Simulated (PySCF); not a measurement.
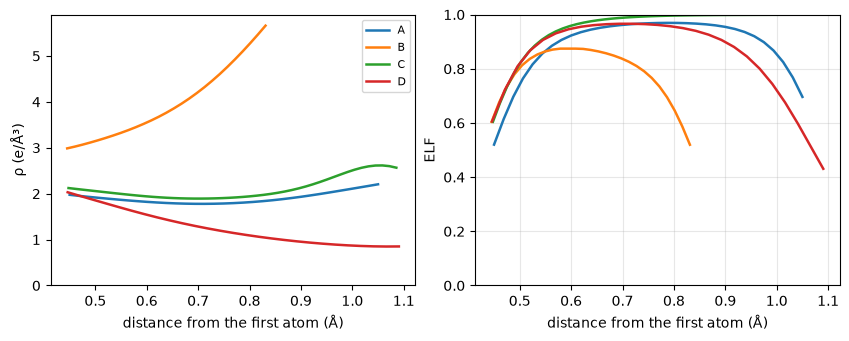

Figure 1: C3H6GeO3 (SMILES CC(=O)O[C](=O)[GeH3]). Electron density and electron localisation function along straight lines between neighbouring atoms. The curves leave out the atomic cores.

Geometry: GFN2-xTB.

The calculation used PySCF, CAM-B3LYP/def2-SVPD, SCF density, gas phase.

Input

```
{"job": {"kind": "uv", "xc": "CAM-B3LYP", "basis": "def2-SVPD", "nstates": 8, "ntriplets": 3}, "charge": 0, "multiplicity": 1}
C     -2.323890     0.123140     0.668471
C     -1.429791    -0.310333    -0.455152
O     -1.763002    -0.794162    -1.487723
O     -0.114037    -0.044408    -0.109347
C      0.965283    -0.370202    -0.883185
O      0.932733    -0.941271    -1.923546
Ge     2.544522     0.281982     0.122749
H     -2.261830     1.203994     0.777710
H     -1.988895    -0.328335     1.599126
H     -3.347624    -0.167225     0.453612
H      2.695758    -0.529277     1.366775
H      3.786869     0.184315    -0.692962
H      2.299515     1.692269     0.545744
```

Command:

```sh
OMP_NUM_THREADS=1 python probes_run.py task.json out
```

Which curve belongs to which contact (C–C, C–Ge, C–H and C–O)? The first atom named is at distance zero.

Curve A: C–C (1.50 Å): the density is about 1.8 e/Å³ at the midpoint; the ELF peaks at about 0.95 between the atoms; localised, covalent bonding. Curve B: C–O (1.19 Å): ρ is about 3.5 e/Å³ halfway; the ELF peaks at about 0.85 between the atoms (a short, multiple covalent bond). Curve C: C–H (1.09 Å): the density is about 2 e/Å³ at the midpoint; the ELF climbs to about 1 towards the hydrogen, as it does in any bond to H: a covalent bond by its length. Curve D: C–Ge (1.98 Å): the density is about 0.87 e/Å³ at the midpoint; the ELF peaks at about 0.95 in the valence shell of C, 0.7 Å from its nucleus, and is about 0.75 at the midpoint.
